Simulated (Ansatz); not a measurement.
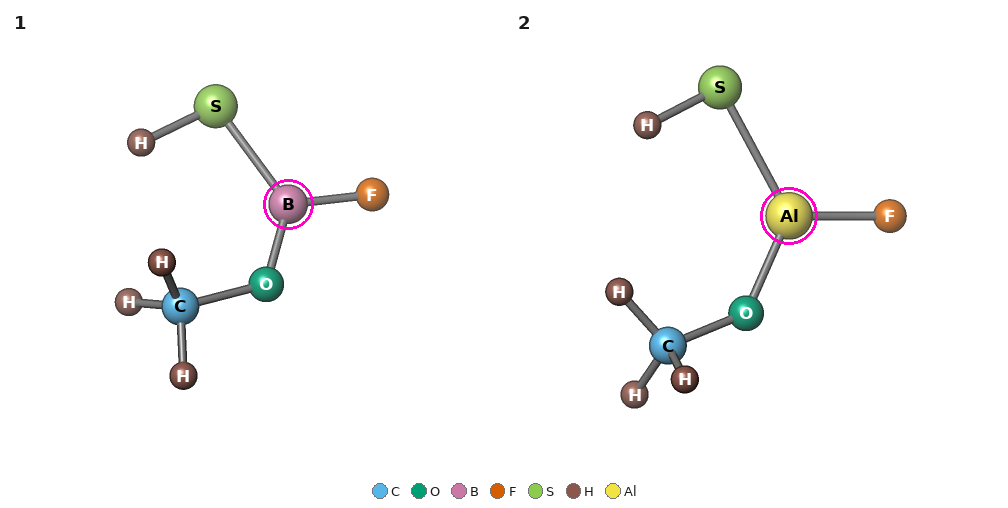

2 molecules with one skeleton, seen from the same side and at one scale; the atom that differs is circled. Each species is neutral and a spin singlet. Computed geometries: PBE0-D4/def2-TZVP optimisations, one conformation each. Properties computed with Ansatz 0.2.0.

One atom differs, called X below: B in panel 1, Al in panel 2. Their formulas are CH4BFOS (`COB(F)S`), CH4AlFOS (`C[O][Al]([F])[SH]`).

**In which is the dipole moment larger (r2SCAN-D4/def2-TZVPP)?**

In panel 1 (X = B).

**In which is the length of X–F larger (PBE0-D4/def2-TZVP)?**

In panel 2 (X = Al).

Give the values. With PBE0-D4/def2-TZVP: length of X–F (Å), length of X–O (Å), length of X–S (Å), angle O–X–S (°), harmonic zero-point energy (kJ/mol). With ωB97M-V/def2-SVP: HOMO energy (Kohn–Sham orbital) (eV), HOMO–LUMO gap (eV). With r2SCAN-D4/def2-TZVPP: dipole moment (D).

```csv
quantity,1 (B),2 (Al),2 − 1
length of X–F (Å),1.328,1.639,+0.311
length of X–O (Å),1.344,1.667,+0.323
length of X–S (Å),1.819,2.167,+0.348
angle O–X–S (°),127.6,124.1,−3.5
HOMO energy (Kohn–Sham orbital) (eV),−9.99,−9.96,+0.03
HOMO–LUMO gap (eV),12.71,11.15,−1.56
dipole moment (D),3.14,2.76,−0.38
harmonic zero-point energy (kJ/mol),157.5,142.7,−14.8
```
